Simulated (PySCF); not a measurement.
Input

```
{"job": {"kind": "nmr", "xc": "PBE0", "basis": "pcSseg-1"}, "charge": 0, "multiplicity": 1}
F      3.678410    -0.143346     0.428950
C      2.540560     0.279888    -0.151540
O      1.571741    -0.712151     0.088059
C      0.294660    -0.358110     0.058292
C     -0.670469    -1.343592     0.346803
F     -0.283284    -2.604075     0.653346
C     -2.009548    -1.011416     0.306437
O     -2.449102     0.140359     0.027304
B     -1.522533     1.305115    -0.290466
O     -0.014599     0.827674    -0.235891
H      2.250583     1.238828     0.300746
H      2.727471     0.387740    -1.229796
H     -2.749966    -1.780478     0.526941
H     -1.721809     1.654625    -1.403515
H     -1.646528     2.126929     0.552417
```

Run with:

```sh
OMP_NUM_THREADS=1 python probes_run.py task.json out
```

Geometry: GFN2-xTB.

The calculation used PBE0/pcSseg-1, SCF density, gas phase, non-relativistic in PySCF 2.14.0.

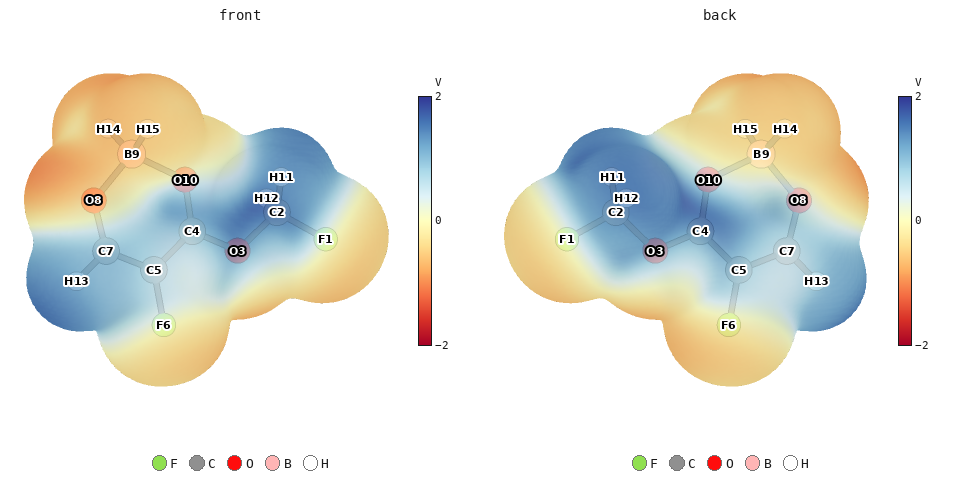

C$_{4}$H$_{5}$BF$_{2}$O$_{3}$ (SMILES FCOC1=C(F)C=[O+][BH2-]O1). The molecular electrostatic potential painted on the density surface at 0.002 e/bohr³, seen from the front and from behind; the colour scale runs from red (negative) to blue (positive).

> Where is the surface potential most negative and most positive?

The most negative region (about −0.9 V) lies over O8, the most positive (about +1.7 V) over C2, C4, H12 and H13.

> How polar is the molecule by this calculation?

Its dipole moment is 1.11 D.
